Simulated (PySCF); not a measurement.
## Electronic structure of C6H9FSi (SMILES CC1=C[SiH2]C(CF)=C1) in real space

Input file:

```
{"job": {"kind": "nmr", "xc": "PBE0", "basis": "pcSseg-1"}, "charge": 0, "multiplicity": 1}
C     -2.512005    -0.845543    -0.029879
C     -1.236842    -0.072762     0.033710
C     -1.131980     1.253847     0.217698
Si     0.672975     1.765939     0.224705
C      1.144259    -0.050035    -0.048734
C      2.527286    -0.575464    -0.172974
F      2.566514    -1.938413    -0.371971
C      0.030727    -0.788935    -0.113857
H     -2.529064    -1.604536     0.752555
H     -2.592673    -1.357876    -0.988905
H     -3.373072    -0.192964     0.093967
H     -1.999351     1.881459     0.338475
H      1.080111     2.617695    -0.893667
H      1.166081     2.279482     1.503707
H      3.045819    -0.122412    -1.027471
H      3.106588    -0.378518     0.738039
H      0.027629    -1.858933    -0.265309
```

Command:

```sh
OMP_NUM_THREADS=1 python probes_run.py task.json out
```

Geometry: GFN2-xTB.

Method: PBE0/pcSseg-1, SCF density, gas phase, non-relativistic in PySCF 2.14.0.

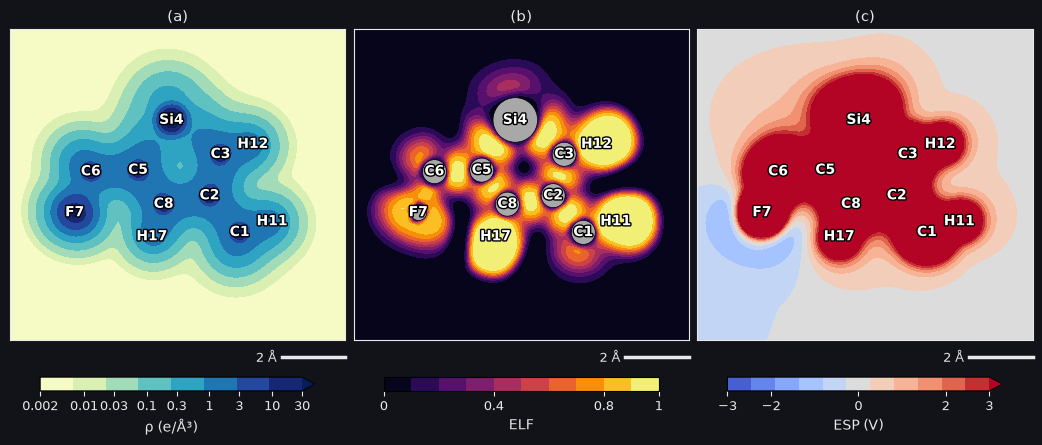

Figure 1. (a) total electron density; (b) ELF; (c) electrostatic potential on the plane of atoms C6, C5 and C8. Grey discs cover the atomic cores in the ELF map.

**What do the fields say about this system?**

Atoms in the plane: C, Si, F and H. C–C (1.34 Å): the density is about 2.2 e/Å³ at the midpoint; the ELF peaks at about 0.90 between the atoms: a short, multiple covalent bond. C–F (1.38 Å): ρ is about 2.1 e/Å³ halfway, with its minimum of 1.6 e/Å³ about 0.5 Å from C; the ELF peaks at about 0.85 between the atoms: a shared but strongly polarised pair. C–Si (1.88 Å): the density is about 0.94 e/Å³ at the midpoint; the ELF peaks at about 0.95 between the atoms (a covalent bond). C–H (1.08 Å): ρ is about 2 e/Å³ halfway; the ELF climbs to about 1 towards the hydrogen, as it does in any bond to H; an ordinary covalent bond to hydrogen. C–C (1.46 Å): ρ is about 1.9 e/Å³ halfway; the ELF peaks at about 0.95 between the atoms, as expected for a shared electron pair. The ELF also peaks beside F7, away from the bonds: lone-pair regions. Outside the dense part of the molecule the potential is most negative (−1.3 V) near F7.

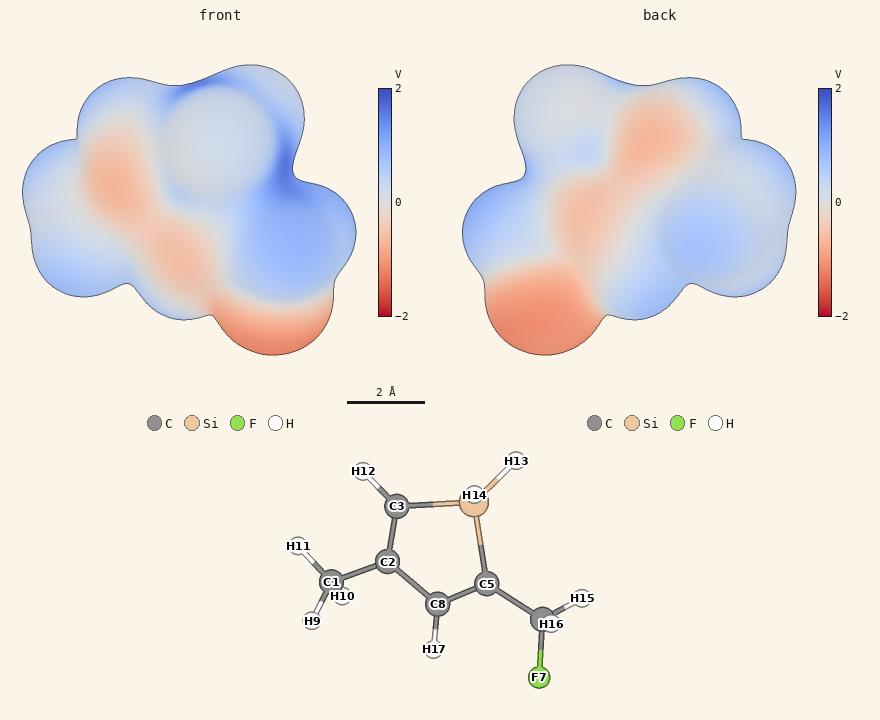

Figure 2. The electrostatic potential painted on the density surface at 0.002 e/bohr³, seen from the front and from behind; red is negative and blue positive. The bare structure is drawn below in the same view.

**Which sites attract a positive test charge, and which a negative one?**

A positive charge is drawn to the negative regions and a negative charge to the positive ones. The most negative region (about −1.1 V) lies over F7, the most positive (about +1.5 V) over Si4.
